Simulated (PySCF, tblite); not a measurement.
# C8H10: a rotation path, then NMR shifts on frames, part 2 of 2

tblite 0.8.0 and PySCF 2.14.0. Atoms count from 0. The steps go on from the part before.

**5. NMR shieldings: image 4, PBE0/pcSseg-1**

Job settings and geometry (Å):

```
{"job": {"kind": "nmr", "xc": "PBE0", "basis": "pcSseg-1", "pop": false}, "charge": 0, "multiplicity": 1}
C      4.397000     1.240500    -0.275100
C      3.335400     0.696800    -0.415900
C      2.098300     0.043800    -0.593300
C      1.258700    -0.214500     0.407000
C     -0.054200    -0.904000     0.248700
C     -1.226100    -0.007900     0.722600
C     -2.239800     0.176200    -0.360500
C     -3.514800    -0.153800    -0.280000
H      5.323400     1.716200    -0.146800
H      1.867100    -0.254100    -1.609300
H      1.509200     0.099700     1.412200
H     -0.202800    -1.183300    -0.796600
H     -0.045500    -1.826200     0.835400
H     -0.830500     0.976000     0.991900
H     -1.697600    -0.429700     1.611100
H     -1.853100     0.615400    -1.271700
H     -3.938800    -0.593200     0.608200
H     -4.194600     0.008300    -1.099600
```

With the program's defaults for keys left out, this is: GIAO PBE0/pcSseg-1 NMR shielding, non-relativistic, gas phase.

Output:

```text
coarse grid: 14888 points
cycle   1  E = -310.2220660131  dE =  1.002e+00  |g| = 4.381e-01  |ddm| = 3.933e+00
cycle   2  E = -310.2353077651  dE = -1.324e-02  |g| = 3.866e-01  |ddm| = 9.418e-01
cycle   3  E = -310.2753889348  dE = -4.008e-02  |g| = 3.377e-02  |ddm| = 3.917e-01
cycle   4  E = -310.2755549895  dE = -1.661e-04  |g| = 2.216e-02  |ddm| = 5.091e-02
cycle   5  E = -310.2756682795  dE = -1.133e-04  |g| = 8.304e-03  |ddm| = 2.570e-02
cycle   6  E = -310.2756852130  dE = -1.693e-05  |g| = 2.386e-03  |ddm| = 8.306e-03
cycle   7  E = -310.2756864857  dE = -1.273e-06  |g| = 8.916e-04  |ddm| = 2.004e-03
final grid: 143384 points
cycle   8  E = -310.3264568163  dE = -4.140e-05  |g| = 7.749e-03  |ddm| = 4.953e-02
cycle   9  E = -310.3264542728  dE =  2.543e-06  |g| = 8.432e-03  |ddm| = 1.499e-02
cycle  10  E = -310.3264721529  dE = -1.788e-05  |g| = 1.879e-03  |ddm| = 8.193e-03
cycle  11  E = -310.3264730738  dE = -9.209e-07  |g| = 2.622e-04  |ddm| = 1.722e-03
cycle  12  E = -310.3264730830  dE = -9.207e-09  |g| = 1.730e-04  |ddm| = 3.171e-04
cycle  13  E = -310.3264730902  dE = -7.237e-09  |g| = 5.449e-05  |ddm| = 1.584e-04
cycle  14  E = -310.3264730909  dE = -7.460e-10  |g| = 8.482e-06  |ddm| = 4.888e-05
converged SCF energy = -310.3264730909

GIAO shielding tensors (ppm)
atom      isotropic    diamagn.    paramagn.     s11        s22        s33       span
  0 C      100.829     257.185    -156.355     40.231     50.806    211.452    171.221
  1 C       99.982     250.462    -150.480      0.361      0.702    298.882    298.521
  2 C       72.698     257.290    -184.591    -26.063     94.492    149.666    175.729
  3 C       28.449     257.143    -228.694    -98.374     33.976    149.744    248.118
  4 C      149.861     248.131     -98.270    132.013    145.783    171.786     39.774
  5 C      149.917     248.542     -98.626    136.493    148.356    164.901     28.408
  6 C       39.477     255.996    -216.519    -84.448     46.701    156.178    240.626
  7 C       66.772     251.612    -184.839    -43.314     86.180    157.450    200.764
  8 H       29.188      33.286      -4.098     25.134     25.331     37.098     11.964
  9 H       26.068      30.176      -4.108     23.103     25.538     29.561      6.458
 10 H       25.132      32.306      -7.175     21.574     24.434     29.386      7.812
 11 H       29.962      32.882      -2.920     26.379     30.783     32.723      6.344
 12 H       28.988      31.069      -2.081     24.620     28.499     33.845      9.225
 13 H       29.737      32.091      -2.354     25.759     29.872     33.581      7.821
 14 H       29.388      32.516      -3.128     25.674     28.653     33.836      8.162
 15 H       25.616      32.278      -6.662     23.112     24.338     29.398      6.286
 16 H       26.430      30.034      -3.604     23.142     25.704     30.443      7.301
 17 H       26.508      28.122      -1.613     23.620     25.327     30.579      6.959
```

Wall time 79 s (1 thread, shared host).

This run: δ C3 158.5, C6 147.4, C7 120.2, C2 114.2, H10 6.59, H15 6.10 ppm.

**6. Shielding tensors: image 6, PBE0/pcSseg-1**

Job settings and geometry (Å):

```
{"job": {"kind": "nmr", "xc": "PBE0", "basis": "pcSseg-1", "pop": false}, "charge": 0, "multiplicity": 1}
C      4.552000     1.078100     0.055600
C      3.470200     0.639400    -0.226400
C      2.209500     0.110900    -0.571900
C      1.271300    -0.189000     0.324200
C     -0.067300    -0.747700    -0.023700
C     -1.204200     0.178200     0.457200
C     -2.428600     0.019500    -0.385800
C     -3.623100    -0.331500     0.050300
H      5.495300     1.461500     0.308700
H      2.046200    -0.053300    -1.630800
H      1.455400    -0.007300     1.375000
H     -0.140000    -0.884000    -1.105000
H     -0.187200    -1.729200     0.444000
H     -0.864200     1.215600     0.376500
H     -1.433500    -0.019600     1.505600
H     -2.280200     0.223700    -1.439100
H     -3.815500    -0.540500     1.089600
H     -4.464800    -0.418400    -0.615800
```

Method: GIAO PBE0/pcSseg-1 NMR shielding, non-relativistic, gas phase.

Output:

```text
coarse grid: 14888 points
cycle   1  E = -310.2245030870  dE =  1.003e+00  |g| = 4.377e-01  |ddm| = 3.944e+00
cycle   2  E = -310.2380119417  dE = -1.351e-02  |g| = 3.851e-01  |ddm| = 9.375e-01
cycle   3  E = -310.2777081796  dE = -3.970e-02  |g| = 3.354e-02  |ddm| = 3.866e-01
cycle   4  E = -310.2778760986  dE = -1.679e-04  |g| = 2.156e-02  |ddm| = 5.166e-02
cycle   5  E = -310.2779822209  dE = -1.061e-04  |g| = 8.404e-03  |ddm| = 2.505e-02
cycle   6  E = -310.2779993649  dE = -1.714e-05  |g| = 2.527e-03  |ddm| = 8.073e-03
cycle   7  E = -310.2780008021  dE = -1.437e-06  |g| = 8.585e-04  |ddm| = 2.012e-03
final grid: 143384 points
cycle   8  E = -310.3293124558  dE = -4.357e-05  |g| = 7.980e-03  |ddm| = 5.795e-02
cycle   9  E = -310.3293102436  dE =  2.212e-06  |g| = 8.533e-03  |ddm| = 1.551e-02
cycle  10  E = -310.3293288312  dE = -1.859e-05  |g| = 1.831e-03  |ddm| = 8.234e-03
cycle  11  E = -310.3293297291  dE = -8.978e-07  |g| = 2.290e-04  |ddm| = 1.765e-03
cycle  12  E = -310.3293297375  dE = -8.402e-09  |g| = 1.320e-04  |ddm| = 2.689e-04
cycle  13  E = -310.3293297411  dE = -3.682e-09  |g| = 5.821e-05  |ddm| = 1.319e-04
cycle  14  E = -310.3293297420  dE = -8.480e-10  |g| = 9.283e-06  |ddm| = 4.901e-05
converged SCF energy = -310.3293297420

GIAO shielding tensors (ppm)
atom      isotropic    diamagn.    paramagn.     s11        s22        s33       span
  0 C      100.659     257.331    -156.672     40.251     50.763    210.963    170.711
  1 C       99.944     250.254    -150.310      0.233      0.659    298.939    298.706
  2 C       72.038     257.678    -185.640    -27.939     94.322    149.731    177.670
  3 C       29.143     256.939    -227.795    -98.382     33.843    151.969    250.350
  4 C      147.607     248.761    -101.154    129.876    143.121    169.825     39.950
  5 C      147.593     248.624    -101.031    132.419    145.274    165.088     32.669
  6 C       39.365     255.701    -216.336    -82.202     49.338    150.957    233.159
  7 C       65.897     251.531    -185.633    -45.514     85.487    157.719    203.233
  8 H       29.180      33.340      -4.160     25.129     25.346     37.065     11.936
  9 H       25.991      30.048      -4.056     22.979     25.470     29.525      6.546
 10 H       25.096      32.537      -7.442     21.497     24.315     29.475      7.978
 11 H       29.817      33.356      -3.538     25.828     30.823     32.802      6.974
 12 H       29.193      31.446      -2.253     25.452     28.503     33.623      8.171
 13 H       29.710      32.213      -2.503     25.706     30.007     33.417      7.711
 14 H       29.401      32.993      -3.592     25.941     28.945     33.316      7.375
 15 H       25.676      31.354      -5.678     23.315     24.561     29.151      5.836
 16 H       26.348      30.392      -4.044     23.079     25.641     30.325      7.247
 17 H       26.472      27.404      -0.932     23.558     25.333     30.526      6.968
```

Wall time 70 s (1 thread, shared host).

In short: δ C3 157.8, C6 147.6, C7 121.0, C2 114.9, H10 6.62, H15 6.04 ppm.

**7. NMR shieldings: image 8, PBE0/pcSseg-1**

Job settings and geometry (Å):

```
{"job": {"kind": "nmr", "xc": "PBE0", "basis": "pcSseg-1", "pop": false}, "charge": 0, "multiplicity": 1}
C      4.564600     0.936100     0.404900
C      3.503800     0.575500    -0.027900
C      2.261800     0.159200    -0.549000
C      1.232100    -0.198800     0.215100
C     -0.095700    -0.625000    -0.312300
C     -1.201600     0.348500     0.131800
C     -2.537000    -0.095700    -0.371200
C     -3.548000    -0.445700     0.401100
H      5.491100     1.248700     0.784600
H      2.189200     0.141100    -1.630100
H      1.329400    -0.170000     1.292800
H     -0.070700    -0.677000    -1.402900
H     -0.337600    -1.620800     0.071600
H     -0.972800     1.341600    -0.266000
H     -1.215000     0.411700     1.221400
H     -2.634300    -0.136900    -1.448900
H     -3.476400    -0.415300     1.476500
H     -4.491700    -0.770900    -0.003200
```

Level: GIAO PBE0/pcSseg-1 NMR shielding, non-relativistic, gas phase.

Output:

```text
coarse grid: 14888 points
cycle   1  E = -310.2276704837  dE =  1.005e+00  |g| = 4.377e-01  |ddm| = 3.958e+00
cycle   2  E = -310.2411804855  dE = -1.351e-02  |g| = 3.852e-01  |ddm| = 9.371e-01
cycle   3  E = -310.2808499916  dE = -3.967e-02  |g| = 3.293e-02  |ddm| = 3.853e-01
cycle   4  E = -310.2810311484  dE = -1.812e-04  |g| = 1.919e-02  |ddm| = 5.110e-02
cycle   5  E = -310.2811145296  dE = -8.338e-05  |g| = 7.432e-03  |ddm| = 2.305e-02
cycle   6  E = -310.2811270617  dE = -1.253e-05  |g| = 2.750e-03  |ddm| = 7.114e-03
cycle   7  E = -310.2811289001  dE = -1.838e-06  |g| = 5.789e-04  |ddm| = 2.005e-03
final grid: 143384 points
cycle   8  E = -310.3313936834  dE = -4.238e-05  |g| = 8.111e-03  |ddm| = 5.089e-02
cycle   9  E = -310.3313903789  dE =  3.304e-06  |g| = 8.864e-03  |ddm| = 1.558e-02
cycle  10  E = -310.3314107408  dE = -2.036e-05  |g| = 1.868e-03  |ddm| = 8.681e-03
cycle  11  E = -310.3314116907  dE = -9.498e-07  |g| = 2.229e-04  |ddm| = 1.793e-03
cycle  12  E = -310.3314117004  dE = -9.763e-09  |g| = 1.039e-04  |ddm| = 2.560e-04
cycle  13  E = -310.3314117025  dE = -2.097e-09  |g| = 5.138e-05  |ddm| = 1.189e-04
cycle  14  E = -310.3314117032  dE = -6.409e-10  |g| = 1.227e-05  |ddm| = 4.270e-05
converged SCF energy = -310.3314117032

GIAO shielding tensors (ppm)
atom      isotropic    diamagn.    paramagn.     s11        s22        s33       span
  0 C      100.605     257.443    -156.839     40.227     50.879    210.708    170.480
  1 C       99.953     250.388    -150.434      0.215      0.680    298.964    298.750
  2 C       71.307     258.202    -186.894    -30.242     94.172    149.992    180.234
  3 C       29.545     256.837    -227.292    -96.530     36.795    148.370    244.900
  4 C      145.655     249.926    -104.271    128.010    143.627    165.328     37.318
  5 C      145.312     248.418    -103.105    129.847    140.518    165.571     35.724
  6 C       39.472     255.605    -216.133    -84.383     46.988    155.812    240.196
  7 C       65.227     252.220    -186.993    -46.192     85.144    156.729    202.920
  8 H       29.183      33.417      -4.234     25.135     25.360     37.053     11.918
  9 H       25.971      29.927      -3.956     22.983     25.448     29.484      6.501
 10 H       25.097      32.880      -7.783     21.586     24.264     29.442      7.856
 11 H       29.547      33.361      -3.814     25.801     29.980     32.859      7.058
 12 H       29.545      32.181      -2.635     25.910     29.125     33.600      7.690
 13 H       29.560      32.006      -2.446     26.016     29.301     33.362      7.346
 14 H       29.626      33.627      -4.001     25.964     29.860     33.056      7.092
 15 H       25.555      30.434      -4.879     23.118     24.777     28.770      5.653
 16 H       26.257      31.047      -4.790     22.984     25.549     30.237      7.254
 17 H       26.430      27.071      -0.641     23.622     25.330     30.338      6.716
```

Run time: 65 s. Hardware: 1 thread, shared host.

Key values: δ C3 157.4, C6 147.5, C7 121.7, C2 115.6, H10 6.62, H15 6.16 ppm.

**8. Side by side: NMR shifts**

Shifts (ppm) of some atoms, chosen among heavy atoms and hydrogens apart, with basis size and wall time:

| frame | C3 | C7 | C2 | C4 | C5 | H12 | H11 | functions | time |
| --- | --- | --- | --- | --- | --- | --- | --- | --- | --- |
| image 0 | 157.0 | 121.2 | 117.8 | 40.1 | 38.6 | 2.65 | 1.98 | 186 | 70 s |
| image 2 | 158.5 | 120.4 | 115.7 | 38.3 | 37.6 | 2.73 | 1.83 | 186 | 68 s |
| image 4 | 158.5 | 120.2 | 114.2 | 37.1 | 37.0 | 2.73 | 1.76 | 186 | 79 s |
| image 6 | 157.8 | 121.0 | 114.9 | 39.3 | 39.3 | 2.52 | 1.90 | 186 | 70 s |
| image 8 | 157.4 | 121.7 | 115.6 | 41.3 | 41.6 | 2.17 | 2.17 | 186 | 65 s |

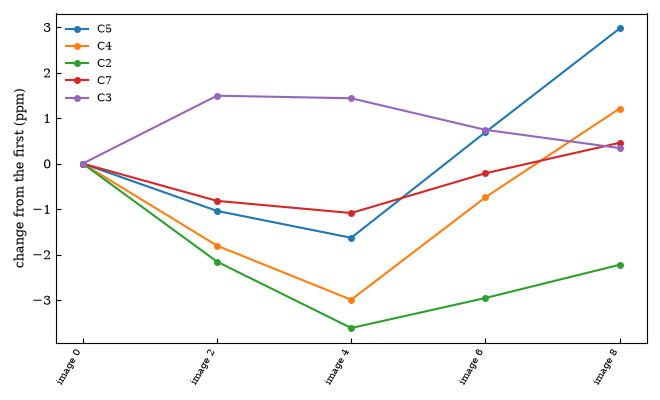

How five of the tabulated atoms move from run to run.

**9. Outcome**

The summary covers parts 1 to 2.

| quantity | value |
| --- | --- |
| barrier | 0.108 eV (2.5 kcal/mol) at image 4 |
| end to end (GFN2-xTB) | 0.008 eV |
| 13C shifts against TMS (PBE0/pcSseg-1, image 0) | 157.0, 147.2, 121.2, 117.8, 86.7, 86.5, 40.1, 38.6 ppm |
| 1H shifts against TMS (PBE0/pcSseg-1, image 0) | 6.53, 6.26, 5.76, 5.39, 5.27, 2.65, 2.57, 2.29, 2.16, 1.98 ppm |
| range of the shift of C5 | 37.0 to 41.6 ppm |

What this shows: Along the band the dihedral turns by 115°, and the top (dihedral 124°) lies 2.5 kcal/mol above the start (GFN2-xTB, rough), so at room temperature this motion is fast. Ends this close can change order at a higher level. The top was not checked by a frequency run. Shifts at one fixed geometry are not the observed spectrum, which averages over the motion. In the first frame run (image 0): The largest span, 298 ppm, is at C1, where the paramagnetic term is -151 ppm. In ppm, C5 moves most: its shift spreads over 4.6 ppm, from 37.0 (image 4) to 41.6 (image 8).
